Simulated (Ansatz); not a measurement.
CsTlS

Input

```
crystal:
  lattice:
    - [4.9878064156, 0.0, 0.0]
    - [0.0, 4.9878064156, 0.0]
    - [0.0, 0.0, 5.4965769451]
  atoms:
    - { symbol: Cs, position: [0.5, 0.5, 0.5] }
    - { symbol: Tl, position: [0.0, 0.0, 0.0] }
    - { symbol: S, position: [0.0, 0.0, 0.5] }
basis:
  ecutwfc: 420
kpoints:
  mp_grid: { grid: [10, 10, 8] }
hamiltonian:
  xc: pbe
scf:
  occupations: { method: gaussian, width: 0.1 }
output:
  forces: true
  stress: true
  eigenvalues: true
  write_density: true
  write_potential: true
  elf: true
  volumetric_format: npy
relax:
  adjacent_minimum: "off"
  f_tol: 0.01
  max_steps: 80
  cell: { stress_tol: 0.05 }
```

Run with:

```sh
ansatz run input.yaml --threads 1 --pin off --max-ram 2048MiB --backend cpu --events-out ev --progress --plain --runs-dir out
```

Below, planes, directions and counts refer to the conventional cell (a = 5.05 Å, b = 5.05 Å, c = 5.66 Å, α = 90.00°, β = 90.00°, γ = 90.00°).

The fields are those of the relaxed geometry.

Space group P4/mmm; a structure generated by program, which may or may not match a known phase.

Computed with DFT PBE, scalar-relativistic, plane waves, PAW (Ansatz).

### What can the converged valence pseudo-density and electron localisation function tell about the bonding?

Tl–S (2.83 Å): the density is about 0.27 e/Å³ at the midpoint; the ELF peaks at about 0.80 in the valence shell of S, 0.8 Å from its nucleus, and drops to about 0.25 between the two atoms.
Cs–S (3.57 Å): ρ is about 0.08 e/Å³ halfway; the ELF is about 0.05 at the midpoint: no localised pair shows between them.

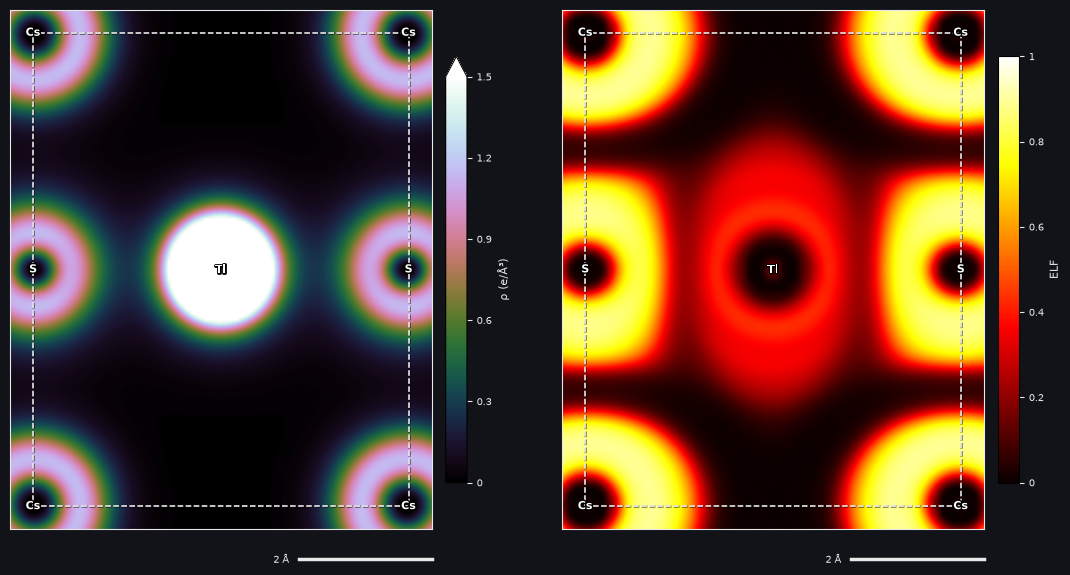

Computed valence pseudo-density and electron localisation function on the (110) plane of the conventional cell, in this order. 

The density is the valence pseudo-density of a PAW calculation; it isn't the true density close to the nuclei.
